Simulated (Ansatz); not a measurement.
# A hypothetical structure for Mg6TaZn

Starting from a made-up structure for Mg6TaZn, the aim is the relaxed cell, its shortest contacts and, where a second run follows, its electronic structure.

Main program and level: Ansatz 0.2.0; DFT, PBE, plane-wave PAW, files of the set soft_1, scalar-relativistic, no spin, cell and ions relaxed at zero pressure; PAW set soft_1, in the first sound run; inputs show where later runs differ.

**1. Set-up**

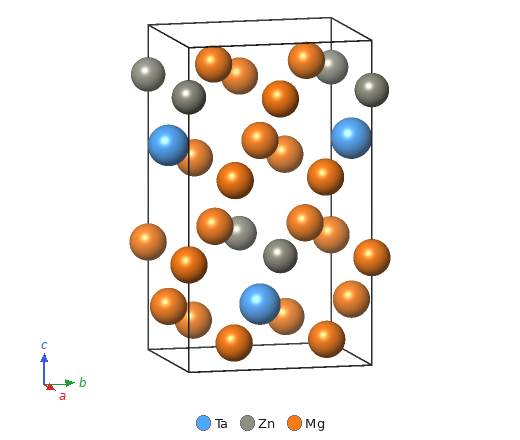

The starting structure, seen slightly off an axis (tantalum blue, zinc grey, magnesium orange). This picture shows the conventional cell, with its axes. Some periodic images of atoms are drawn too.

**2. Relaxing cell and atoms**

The guessed cell has no reason to be at equilibrium. It is relaxed with the atoms, within the space group of the guess.

Input file input.yaml:

```yaml
crystal:
  lattice:
    - [5.137, 0.0, 0.0]
    - [0.0, 3.0625, 5.312]
    - [0.0, -3.0625, 5.312]
  atoms:
    - { symbol: Ta, position: [0.5, 0.6639, 0.6639] }
    - { symbol: Zn, position: [0.0, 0.8473, 0.8473] }
    - { symbol: Mg, position: [0.5, 0.1681, 0.1681] }
    - { symbol: Mg, position: [0.5, 0.6625, 0.1555] }
    - { symbol: Mg, position: [0.5, 0.1555, 0.6625] }
    - { symbol: Mg, position: [0.0, 0.3312, 0.3312] }
    - { symbol: Mg, position: [0.0, 0.838, 0.332] }
    - { symbol: Mg, position: [0.0, 0.332, 0.838] }
kpoints:
  mp_grid: { grid: [5, 5, 5] }
scf:
  occupations: { method: fermi_dirac, width: 0.05 }
hamiltonian:
  xc: pbe
  pseudopotentials: { kind: paw, azcp: { folder: soft_1 } }
relax:
  f_tol: 0.015
  max_steps: 70
  cell: {}
output:
  forces: true
  stress: true
```

On the command line:

```sh
ansatz run input.yaml --threads 4 --pin off --max-ram 10240MiB --backend cpu --events-out ev --progress --plain --runs-dir out
```

Numbers of over 12 decimals in the logs are rounded to 6 here.

Log:

```text
Engine: ansatz 0.2.0, aarch64-unknown-linux-gnu
Pseudopotentials: kind: paw
Pseudopotential: Ta, paw, valence charge 13, recommended cutoff 420 eV (normal), soft_1/Ta.paw.azcp
Pseudopotential: Zn, paw, valence charge 12, recommended cutoff 420 eV (normal), soft_1/Zn.paw.azcp
Pseudopotential: Mg, paw, valence charge 10, recommended cutoff 420 eV (normal), soft_1/Mg.paw.azcp
Functional definition: PBE
  parameter kappa = 0.804
  parameter beta = 0.066725
  exchange = pbe_x(kappa = kappa, mu = beta*pi^2/3)
  correlation = pbe_c(beta = beta)
Crystal: 8 atoms, lattice volume = 167.137 Å³
Basis set: ecut = 420 eV, 3271 PW (Γ), exchange–correlation on 72×90×90 points (8 copies of the dense FFT grid, shifted against one another)
Bands: 51, of which v1, the nominal top of the filled ones, is band 43 counted from 1 (42 counted from 0)
Symmetry: 4 space group operations
Space group: Amm2 (ITA 38), of the structure as read, at distance tolerance 5.5e-5 Å
k-points: 27 of 125 (time reversal used)
Non-local potential: Ta, projectors of the file, l = 0: 3, l = 1: 2, l = 2: 2, l = 3: 1
Non-local potential: Zn, projectors of the file, l = 0: 2, l = 1: 2, l = 2: 3, l = 3: 1
Non-local potential: Mg, projectors of the file, l = 0: 3, l = 1: 2, l = 2: 1
PAW form: soft (Blöchl's): semilocal exchange-correlation on the pseudo side does not see the compensation charge
PAW one-centre angular grid: Ta, 590 points (default); XC on 64 Gauss nodes
PAW one-centre angular grid: Zn, 590 points (default); XC on 64 Gauss nodes
PAW one-centre angular grid: Mg, 110 points (default); XC on 64 Gauss nodes
Initial density: superposition of atomic densities (chi_scale 0.1, normalization cell, long waves kept (reshape's long-wave potential 0.00 eV rms))
Initial wavefunctions: pseudopotential atomic-orbital guess
Functional: x = pbe(κ = 0.804, μ = 0.219515), c = pbe(β = 0.066725)
SCF iter   1: F=—  HF=-24794.532610 eV  |F-HF|=—  |Δ(HF+E_count)|=         —  Δρ=5.17e-2  dr2=6.05e0  ethr=3.10e-3  ⟨swp⟩=8.6  Hψ=6195  notcnv=0  defer=2
preconditioner: auto → Kerker (q_TF=auto, 2.438 Å⁻¹)  [metal: Δε(μ)=0.005 eV  Ē_g=5.071 eV  σ=0.050 eV  W_gap=0.03  n_scr=44 (ndim 8)  ℏωp=15.5 eV  f_vac=0.000  D(μ)=4.20/eV (n_scr^D=26)]
SCF iter   2: F=—  HF=-24793.661660 eV  |F-HF|=—  |Δ(HF+E_count)|=   8.71e-1  Δρ=1.82e-2  dr2=1.56e0  ethr=3.10e-3  ⟨swp⟩=2.0  Hψ=2168  notcnv=0  defer=30
SCF iter   3: F=—  HF=-24793.375687 eV  |F-HF|=—  |Δ(HF+E_count)|=   2.86e-1  Δρ=1.42e-2  dr2=5.63e-1  ethr=1.83e-3  ⟨swp⟩=2.0  Hψ=2166  notcnv=0  defer=30
SCF iter   4: F=—  HF=-24793.233555 eV  |F-HF|=—  |Δ(HF+E_count)|=   1.42e-1  Δρ=2.98e-3  dr2=2.01e-2  ethr=6.62e-4  ⟨swp⟩=2.5  Hψ=1958  notcnv=0  defer=30
SCF iter   5: F=—  HF=-24793.231961 eV  |F-HF|=—  |Δ(HF+E_count)|=   1.59e-3  Δρ=1.71e-3  dr2=3.55e-3  ethr=2.36e-5  ⟨swp⟩=2.1  Hψ=2173  notcnv=0  defer=29
SCF iter   6: F=—  HF=-24793.230934 eV  |F-HF|=—  |Δ(HF+E_count)|=   1.03e-3  Δρ=2.56e-4  dr2=1.92e-4  ethr=4.18e-6  ⟨swp⟩=2.0  Hψ=1516  notcnv=0  defer=29
SCF iter   7: F=—  HF=-24793.230906 eV  |F-HF|=—  |Δ(HF+E_count)|=   2.80e-5  Δρ=2.45e-4  dr2=5.83e-5  ethr=2.26e-7  ⟨swp⟩=2.0  Hψ=1821  notcnv=0  defer=29
SCF iter   8: F=—  HF=-24793.230954 eV  |F-HF|=—  |Δ(HF+E_count)|=   4.88e-5  Δρ=9.39e-5  dr2=9.70e-6  ethr=6.86e-8  ⟨swp⟩=2.0  Hψ=1597  notcnv=0  defer=29
SCF iter   9: F=—  HF=-24793.230951 eV  |F-HF|=—  |Δ(HF+E_count)|=   3.36e-6  Δρ=2.56e-5  dr2=8.31e-7  ethr=1.14e-8  ⟨swp⟩=2.7  Hψ=2483  notcnv=0  defer=29
SCF iter  10: F=-24793.230951 eV  HF=-24793.230951 eV  |F-HF|=1.12e-8  |Δ(HF+E_count)|=   2.62e-7  Δρ=2.49e-6  dr2=1.68e-8  ethr=1.18e-10  ⟨swp⟩=3.0  Hψ=4743  notcnv=0
SCF 1 converged in 10 iterations: F = -24793.230951 eV  dr2 = 1.68e-8
  greatest PAW one-centre occupation: 1.000 electrons in one spin orbital (limit 2), on the Mg atom at site 2 (counted from 0), in its partial waves of l = 0
relax step   1: F+E_penalty+E_count = -24793.23095074 eV  Δ(F+E_penalty+E_count) = +0.000e0 eV  max|allowed force component| = 8.999e-1 eV/Å  Δτ_max = 0.0000 Å  P = -1.580 GPa  Ω = 167.137 Å³  (10 SCF iters, dr2 threshold 1.00e-7 eV, accepted)
Crystal: 8 atoms, lattice volume = 160.103 Å³
Basis set: ecut = 420 eV, 3131 PW (Γ), exchange–correlation on 72×90×90 points (8 copies of the dense FFT grid, shifted against one another)
Initial density: handed on by an earlier stage of this run
Initial wavefunctions: those handed on with the density
iter 1 solved again at ethr=2.28e-4 eV; its pass at ethr=3.10e-3 eV (dr2=1.94e-1 eV) is discarded
SCF iter   1: F=—  HF=-24793.648667 eV  |F-HF|=—  |Δ(HF+E_count)|=         —  Δρ=7.70e-3  dr2=1.89e-1  ethr=2.28e-4  ⟨swp⟩=1.8  Hψ=7005  notcnv=0
preconditioner: auto → Kerker (q_TF=auto, 2.455 Å⁻¹)  [metal: Δε(μ)=0.053 eV  Ē_g=6.147 eV  σ=0.050 eV  W_gap=0.24  n_scr=44 (ndim 8)  ℏωp=15.8 eV  f_vac=0.000  D(μ)=3.62/eV (n_scr^D=20)]
SCF iter   2: F=—  HF=-24793.624982 eV  |F-HF|=—  |Δ(HF+E_count)|=   2.37e-2  Δρ=3.64e-3  dr2=4.72e-2  ethr=2.22e-4  ⟨swp⟩=2.0  Hψ=1987  notcnv=0
SCF iter   3: F=—  HF=-24793.619023 eV  |F-HF|=—  |Δ(HF+E_count)|=   5.96e-3  Δρ=2.13e-3  dr2=6.64e-3  ethr=5.55e-5  ⟨swp⟩=2.0  Hψ=2154  notcnv=0  defer=13
SCF iter   4: F=—  HF=-24793.616770 eV  |F-HF|=—  |Δ(HF+E_count)|=   2.25e-3  Δρ=6.54e-4  dr2=7.79e-4  ethr=7.81e-6  ⟨swp⟩=2.0  Hψ=1718  notcnv=0  defer=13
SCF iter   5: F=—  HF=-24793.616619 eV  |F-HF|=—  |Δ(HF+E_count)|=   1.51e-4  Δρ=1.53e-4  dr2=6.49e-5  ethr=9.17e-7  ⟨swp⟩=2.0  Hψ=1759  notcnv=0  defer=13
SCF iter   6: F=—  HF=-24793.616608 eV  |F-HF|=—  |Δ(HF+E_count)|=   1.10e-5  Δρ=6.19e-5  dr2=5.58e-6  ethr=7.63e-8  ⟨swp⟩=2.0  Hψ=1733  notcnv=0  defer=13
SCF iter   7: F=—  HF=-24793.616609 eV  |F-HF|=—  |Δ(HF+E_count)|=   4.19e-7  Δρ=2.68e-5  dr2=9.39e-7  ethr=9.41e-10  ⟨swp⟩=5.0  Hψ=5845  notcnv=0
SCF iter   8: F=-24793.616608 eV  HF=-24793.616608 eV  |F-HF|=2.14e-8  |Δ(HF+E_count)|=   5.50e-7  Δρ=6.10e-6  dr2=8.31e-8  ethr=9.41e-10  ⟨swp⟩=4.0  Hψ=4710  notcnv=0
SCF 2 converged in 8 iterations: F = -24793.616608 eV  dr2 = 8.31e-8
relax step   2: F+E_penalty+E_count = -24793.61660800 eV  Δ(F+E_penalty+E_count) = -3.857e-1 eV  max|allowed force component| = 4.734e-1 eV/Å  Δτ_max = 0.1937 Å  P = +0.427 GPa  Ω = 160.103 Å³  energy of the carried Pulay correction = +8.872e-4 eV  (8 SCF iters, dr2 threshold 8.00e-7 eV, accepted)
Crystal: 8 atoms, lattice volume = 160.914 Å³
Basis set: ecut = 420 eV, 3143 PW (Γ), exchange–correlation on 72×90×90 points (8 copies of the dense FFT grid, shifted against one another)
iter 1 solved again at ethr=6.64e-5 eV; its pass at ethr=3.10e-3 eV (dr2=5.65e-2 eV) is discarded
SCF iter   1: F=—  HF=-24793.681923 eV  |F-HF|=—  |Δ(HF+E_count)|=         —  Δρ=5.57e-3  dr2=5.54e-2  ethr=6.64e-5  ⟨swp⟩=1.6  Hψ=7754  notcnv=0
preconditioner: auto → Kerker (q_TF=auto, 2.453 Å⁻¹)  [metal: Δε(μ)=0.022 eV  Ē_g=6.201 eV  σ=0.050 eV  W_gap=0.11  n_scr=44 (ndim 8)  ℏωp=15.8 eV  f_vac=0.000  D(μ)=3.70/eV (n_scr^D=26)]
SCF iter   2: F=—  HF=-24793.672768 eV  |F-HF|=—  |Δ(HF+E_count)|=   9.16e-3  Δρ=2.72e-3  dr2=1.86e-2  ethr=6.52e-5  ⟨swp⟩=2.0  Hψ=1869  notcnv=0
SCF iter   3: F=—  HF=-24793.669810 eV  |F-HF|=—  |Δ(HF+E_count)|=   2.96e-3  Δρ=1.60e-3  dr2=3.84e-3  ethr=2.19e-5  ⟨swp⟩=2.0  Hψ=1964  notcnv=0
SCF iter   4: F=—  HF=-24793.668508 eV  |F-HF|=—  |Δ(HF+E_count)|=   1.30e-3  Δρ=4.71e-4  dr2=5.69e-4  ethr=4.52e-6  ⟨swp⟩=2.0  Hψ=1769  notcnv=0
SCF iter   5: F=—  HF=-24793.668368 eV  |F-HF|=—  |Δ(HF+E_count)|=   1.40e-4  Δρ=8.35e-5  dr2=2.69e-5  ethr=6.69e-7  ⟨swp⟩=2.0  Hψ=1917  notcnv=0
SCF iter   6: F=—  HF=-24793.668366 eV  |F-HF|=—  |Δ(HF+E_count)|=   2.33e-6  Δρ=5.53e-5  dr2=4.53e-6  ethr=3.16e-8  ⟨swp⟩=2.0  Hψ=1795  notcnv=0
SCF iter   7: F=-24793.668365 eV  HF=-24793.668365 eV  |F-HF|=1.09e-7  |Δ(HF+E_count)|=   1.21e-6  Δρ=1.12e-5  dr2=1.81e-7  ethr=9.41e-10  ⟨swp⟩=5.0  Hψ=5744  notcnv=0
SCF 3 converged in 7 iterations: F = -24793.668365 eV  dr2 = 1.81e-7
relax step   3: F+E_penalty+E_count = -24793.66836451 eV  Δ(F+E_penalty+E_count) = -5.176e-2 eV  max|allowed force component| = 2.136e-1 eV/Å  Δτ_max = 0.1949 Å  P = +0.646 GPa  Ω = 160.914 Å³  energy of the carried Pulay correction = +7.830e-4 eV  (7 SCF iters, dr2 threshold 8.00e-7 eV, accepted)
Crystal: 8 atoms, lattice volume = 163.127 Å³
Basis set: ecut = 420 eV, 3181 PW (Γ), exchange–correlation on 72×90×90 points (8 copies of the dense FFT grid, shifted against one another)
iter 1 solved again at ethr=9.16e-6 eV; its pass at ethr=3.10e-3 eV (dr2=7.78e-3 eV) is discarded
SCF iter   1: F=—  HF=-24793.678209 eV  |F-HF|=—  |Δ(HF+E_count)|=         —  Δρ=1.92e-3  dr2=7.99e-3  ethr=9.16e-6  ⟨swp⟩=2.2  Hψ=7560  notcnv=0
preconditioner: auto → Kerker (q_TF=auto, 2.447 Å⁻¹)  [metal: Δε(μ)=0.103 eV  Ē_g=6.220 eV  σ=0.050 eV  W_gap=0.44  n_scr=44 (ndim 8)  ℏωp=15.7 eV  f_vac=0.000  D(μ)=3.44/eV (n_scr^D=20)]
SCF iter   2: F=—  HF=-24793.677048 eV  |F-HF|=—  |Δ(HF+E_count)|=   1.16e-3  Δρ=8.58e-4  dr2=2.36e-3  ethr=9.16e-6  ⟨swp⟩=2.0  Hψ=1514  notcnv=0
SCF iter   3: F=—  HF=-24793.676703 eV  |F-HF|=—  |Δ(HF+E_count)|=   3.45e-4  Δρ=4.75e-4  dr2=5.05e-4  ethr=2.77e-6  ⟨swp⟩=2.0  Hψ=1759  notcnv=0
SCF iter   4: F=—  HF=-24793.676554 eV  |F-HF|=—  |Δ(HF+E_count)|=   1.49e-4  Δρ=1.77e-4  dr2=7.59e-5  ethr=5.94e-7  ⟨swp⟩=2.0  Hψ=1762  notcnv=0
SCF iter   5: F=—  HF=-24793.676538 eV  |F-HF|=—  |Δ(HF+E_count)|=   1.57e-5  Δρ=2.73e-5  dr2=3.11e-6  ethr=8.93e-8  ⟨swp⟩=2.0  Hψ=1618  notcnv=0
SCF iter   6: F=-24793.676538 eV  HF=-24793.676539 eV  |F-HF|=2.08e-7  |Δ(HF+E_count)|=   1.58e-7  Δρ=1.93e-5  dr2=4.68e-7  ethr=9.41e-10  ⟨swp⟩=5.0  Hψ=5369  notcnv=0
SCF 4 converged in 6 iterations: F = -24793.676538 eV  dr2 = 4.68e-7
relax step   4: F+E_penalty+E_count = -24793.67653829 eV  Δ(F+E_penalty+E_count) = -8.174e-3 eV  max|allowed force component| = 1.023e-1 eV/Å  Δτ_max = 0.0450 Å  P = -0.278 GPa  Ω = 163.127 Å³  energy of the carried Pulay correction = +5.012e-4 eV  (6 SCF iters, dr2 threshold 8.00e-7 eV, accepted)
Crystal: 8 atoms, lattice volume = 162.299 Å³
Basis set: ecut = 420 eV, 3169 PW (Γ), exchange–correlation on 72×90×90 points (8 copies of the dense FFT grid, shifted against one another)
iter 1 solved again at ethr=1.32e-6 eV; its pass at ethr=3.10e-3 eV (dr2=1.12e-3 eV) is discarded
SCF iter   1: F=—  HF=-24793.680287 eV  |F-HF|=—  |Δ(HF+E_count)|=         —  Δρ=6.38e-4  dr2=1.21e-3  ethr=1.32e-6  ⟨swp⟩=3.0  Hψ=6758  notcnv=0
preconditioner: auto → Kerker (q_TF=auto, 2.449 Å⁻¹)  [metal: Δε(μ)=0.072 eV  Ē_g=6.206 eV  σ=0.050 eV  W_gap=0.33  n_scr=44 (ndim 8)  ℏωp=15.7 eV  f_vac=0.000  D(μ)=3.54/eV (n_scr^D=20)]
SCF iter   2: F=—  HF=-24793.680121 eV  |F-HF|=—  |Δ(HF+E_count)|=   1.65e-4  Δρ=3.19e-4  dr2=4.02e-4  ethr=1.32e-6  ⟨swp⟩=2.0  Hψ=1512  notcnv=0
SCF iter   3: F=—  HF=-24793.680043 eV  |F-HF|=—  |Δ(HF+E_count)|=   7.83e-5  Δρ=2.00e-4  dr2=6.99e-5  ethr=4.73e-7  ⟨swp⟩=2.0  Hψ=1751  notcnv=0
SCF iter   4: F=—  HF=-24793.680019 eV  |F-HF|=—  |Δ(HF+E_count)|=   2.44e-5  Δρ=6.58e-5  dr2=1.05e-5  ethr=8.22e-8  ⟨swp⟩=2.0  Hψ=1741  notcnv=0
iter 5 did not close the SCF: its close was put off for the readings that it lacked (scf_convergence_deferred on its scf_iter line)
SCF iter   5: F=-24793.680016 eV  HF=-24793.680016 eV  |F-HF|=1.18e-7  |Δ(HF+E_count)|=   2.68e-6  Δρ=1.01e-5  dr2=2.73e-7  ethr=1.24e-8  ⟨swp⟩=2.0  Hψ=1777  notcnv=0
SCF iter   6: F=-24793.680016 eV  HF=-24793.680016 eV  |F-HF|=2.65e-8  |Δ(HF+E_count)|=   2.47e-8  Δρ=7.19e-6  dr2=6.18e-8  ethr=3.21e-10  ⟨swp⟩=3.0  Hψ=5827  notcnv=0
SCF 5 converged in 6 iterations: F = -24793.680016 eV  dr2 = 6.18e-8
relax step   5: F+E_penalty+E_count = -24793.68001612 eV  Δ(F+E_penalty+E_count) = -3.478e-3 eV  max|allowed force component| = 6.517e-3 eV/Å  Δτ_max = 0.0115 Å  P = +0.019 GPa  Ω = 162.299 Å³  energy of the carried Pulay correction = +6.062e-4 eV  (6 SCF iters, dr2 threshold 8.00e-7 eV, accepted)
Crystal: 8 atoms, lattice volume = 162.350 Å³
iter 1 solved again at ethr=9.85e-9 eV; its pass at ethr=3.10e-3 eV (dr2=8.37e-6 eV) is discarded
SCF iter   1: F=—  HF=-24793.680085 eV  |F-HF|=—  |Δ(HF+E_count)|=         —  Δρ=6.91e-5  dr2=8.75e-6  ethr=9.85e-9  ⟨swp⟩=3.0  Hψ=6577  notcnv=0
preconditioner: auto → Kerker (q_TF=auto, 2.449 Å⁻¹)  [metal: Δε(μ)=0.067 eV  Ē_g=6.213 eV  σ=0.050 eV  W_gap=0.31  n_scr=44 (ndim 8)  ℏωp=15.7 eV  f_vac=0.000  D(μ)=3.56/eV (n_scr^D=20)]
SCF iter   2: F=—  HF=-24793.680007 eV  |F-HF|=—  |Δ(HF+E_count)|=   7.82e-5  Δρ=4.46e-5  dr2=4.06e-6  ethr=9.85e-9  ⟨swp⟩=1.0  Hψ=1377  notcnv=0
SCF iter   3: F=—  HF=-24793.680066 eV  |F-HF|=—  |Δ(HF+E_count)|=   5.89e-5  Δρ=1.69e-5  dr2=3.62e-7  ethr=4.78e-9  ⟨swp⟩=2.0  Hψ=1853  notcnv=0
SCF iter   4: F=—  HF=-24793.680066 eV  |F-HF|=—  |Δ(HF+E_count)|=   1.60e-7  Δρ=6.54e-6  dr2=7.48e-8  ethr=4.26e-10  ⟨swp⟩=2.7  Hψ=1731  notcnv=0
iter 5 did not close the SCF: its close was put off for the readings that it lacked (scf_convergence_deferred on its scf_iter line)
SCF iter   5: F=-24793.680066 eV  HF=-24793.680066 eV  |F-HF|=2.07e-9  |Δ(HF+E_count)|=   1.77e-8  Δρ=1.04e-6  dr2=3.22e-9  ethr=8.80e-11  ⟨swp⟩=2.0  Hψ=1771  notcnv=0
SCF iter   6: F=-24793.680066 eV  HF=-24793.680066 eV  |F-HF|=1.67e-10  |Δ(HF+E_count)|=  2.40e-10  Δρ=6.27e-7  dr2=5.34e-10  ethr=3.79e-12  ⟨swp⟩=3.0  Hψ=5980  notcnv=0
SCF 6 converged in 6 iterations: F = -24793.680066 eV  dr2 = 5.34e-10
relax step   6: F+E_penalty+E_count = -24793.68006596 eV  Δ(F+E_penalty+E_count) = -4.983e-5 eV  max|allowed force component| = 3.494e-3 eV/Å  Δτ_max = 0.0028 Å  P = +0.003 GPa  Ω = 162.350 Å³  energy of the carried Pulay correction = +5.998e-4 eV  (6 SCF iters, dr2 threshold 7.51e-9 eV, accepted)
Initial wavefunctions: pseudopotential atomic-orbital guess (no wavefunctions were taken with the density)
iter 1 solved again at ethr=1.40e-7 eV; its pass at ethr=3.10e-3 eV (dr2=1.19e-4 eV) is discarded
SCF iter   1: F=—  HF=-24793.679036 eV  |F-HF|=—  |Δ(HF+E_count)|=         —  Δρ=2.71e-4  dr2=4.23e-6  ethr=1.40e-7  ⟨swp⟩=3.0  Hψ=9618  notcnv=0
preconditioner: auto → Kerker (q_TF=auto, 2.449 Å⁻¹)  [metal: Δε(μ)=0.067 eV  Ē_g=6.212 eV  σ=0.050 eV  W_gap=0.31  n_scr=44 (ndim 8)  ℏωp=15.7 eV  f_vac=0.000  D(μ)=3.56/eV (n_scr^D=20)]
SCF iter   2: F=—  HF=-24793.679287 eV  |F-HF|=—  |Δ(HF+E_count)|=   2.51e-4  Δρ=1.46e-4  dr2=2.93e-6  ethr=4.97e-9  ⟨swp⟩=2.0  Hψ=1702  notcnv=0
SCF iter   3: F=—  HF=-24793.679393 eV  |F-HF|=—  |Δ(HF+E_count)|=   1.06e-4  Δρ=2.79e-5  dr2=2.38e-7  ethr=3.45e-9  ⟨swp⟩=2.0  Hψ=1703  notcnv=0
SCF iter   4: F=—  HF=-24793.679395 eV  |F-HF|=—  |Δ(HF+E_count)|=   1.85e-6  Δρ=3.95e-6  dr2=7.68e-9  ethr=2.80e-10  ⟨swp⟩=2.0  Hψ=1791  notcnv=0
SCF iter   5: F=—  HF=-24793.679395 eV  |F-HF|=—  |Δ(HF+E_count)|=   6.18e-8  Δρ=2.13e-6  dr2=1.42e-9  ethr=9.03e-12  ⟨swp⟩=2.0  Hψ=2025  notcnv=0
SCF iter   6: F=—  HF=-24793.679395 eV  |F-HF|=—  |Δ(HF+E_count)|=   1.37e-8  Δρ=3.89e-7  dr2=1.11e-10  ethr=1.67e-12  ⟨swp⟩=2.3  Hψ=2131  notcnv=0
SCF iter   7: F=-24793.679395 eV  HF=-24793.679395 eV  |F-HF|=1.09e-11  |Δ(HF+E_count)|=  4.04e-10  Δρ=6.84e-8  dr2=1.31e-11  ethr=1.00e-12  ⟨swp⟩=4.0  Hψ=4600  notcnv=0
SCF 7 converged in 7 iterations: F = -24793.679395 eV  dr2 = 1.31e-11
relax step   7: F+E_penalty+E_count = -24793.67939467 eV  Δ(F+E_penalty+E_count) = +6.713e-4 eV  max|allowed force component| = 3.494e-3 eV/Å  Δτ_max = 0.0000 Å  P = +0.003 GPa  Ω = 162.350 Å³  stress off target by 1.44e-2 GPa  SCF on the basis re-selected at this cell (its energy is not comparable with the rows above)  (7 SCF iters)
basis re-selected at this cell: Δ(F+E_penalty+E_count) = +6.713e-4 eV, ΔP = -0.000 GPa vs the last step (what re-selecting the basis moved, of the pressure what is left beyond the Pulay correction that the steps carried, after the strain that the cell walked since its last selection, with what the two solves' SCF thresholds leave and, on support functions, any second-order correction that the steps lacked; it is no m [...]
SCF converged after 7 iterations
Free energy (F): -24793.679395 eV
Harris-Foulkes:  -24793.679395 eV  (|F-HF|=1.09e-11)
Internal energy: -24793.649704 eV  (E = F + TS)
E sigma→0 (E₀):  -24793.664550 eV
Entropy (-TS):   -0.029690 eV (-3.711 meV/atom)
Fermi energy:    7.845615 eV
--- Per-component energies (eV) ---
  E_band       = -2230.480759
  E_kinetic    = 954.618040
  E_local      = -12664.857225  (includes V_loc(G=0)·N_el)
  E_nonlocal   = 1976.417145
  E_hartree    = 4383.242482
  E_xc         = -555.261187
  E_vxc        = -485.335810  (∫ρ·V_xc dr)
  E_paw        = -12004.838377  (= ΣΔE_a)
  E_vpaw       = -777.806804  (= ΣTr[D̂ρ^β])
  E_aug_tail   = -0.001091  (compensation charges beyond the density's cutoff)
  E_ewald      = -6882.969492
  E_smearing   = -0.029690  (= −TS)
  E_closure    = -0.000000  (closes the sum)
  Σ components = -24793.679395   (vs F -24793.679395, Δ=0.00e0)
--- Forces (eV/Å), atoms counted from 1 ---
  atom   1  Ta     0.00000000     0.00000000     0.00324243
  atom   2  Zn     0.00000000     0.00000000     0.00021313
  atom   3  Mg     0.00000000     0.00000000     0.00067657
  atom   4  Mg    -0.00000000    -0.00018683     0.00123149
  atom   5  Mg     0.00000000     0.00018683     0.00123149
  atom   6  Mg     0.00000000     0.00000000    -0.00349432
  atom   7  Mg     0.00000000    -0.00134111    -0.00155012
  atom   8  Mg     0.00000000     0.00134111    -0.00155012
  max |Σ_I F_I| component: 5.49e-7 eV/Å
--- Stress (GPa, compression-positive) ---
        0.014441       0.000000       0.000000
        0.000000      -0.012063       0.000000
        0.000000       0.000000       0.007403
  P = ⅓ Tr σ = 0.0033 GPa (0.033 kbar)
--- Relaxed structure (6 steps of the walk, 6 accepted, 1 SCFs on fresh bases) ---
  F+E_penalty+E_count = -24793.67939467 eV   max|allowed force component| = 3.494e-3 eV/Å   (the final SCF, on the basis selected at the relaxed cell)
  cell:  # Å, volume = 162.3496 Å³
    - [4.855031, 0.0, 0.0]
    - [0.0, 3.089863, 5.411155]
    - [0.0, -3.089863, 5.411155]
  atoms:
    - { symbol: Ta, position: [0.5, 0.674265, 0.674265] }
    - { symbol: Zn, position: [0.0, 0.814375, 0.814375] }
    - { symbol: Mg, position: [0.5, 0.168267, 0.168267] }
    - { symbol: Mg, position: [0.5, 0.674329, 0.163638] }
    - { symbol: Mg, position: [0.5, 0.163638, 0.674329] }
    - { symbol: Mg, position: [0.0, 0.331015, 0.331015] }
    - { symbol: Mg, position: [0.0, 0.827860, 0.344751] }
    - { symbol: Mg, position: [0.0, 0.344751, 0.827860] }
```

Elapsed: 28 s, on 4 threads of Arm Neoverse V2, shared host; peak memory 0.58 GiB; 1.8 min of CPU time.

(Continued in part 2 of 2.)

[Logs are printed without paths, hosts, clocks, repeated set-up lines and the standing remarks that a program may print on its own settings, such as how far it seeks lower states.]

[Hosts, paths, dates, database ids (printed as entryN), source tags and the programs' standing remarks are cut or masked in the printed files.]
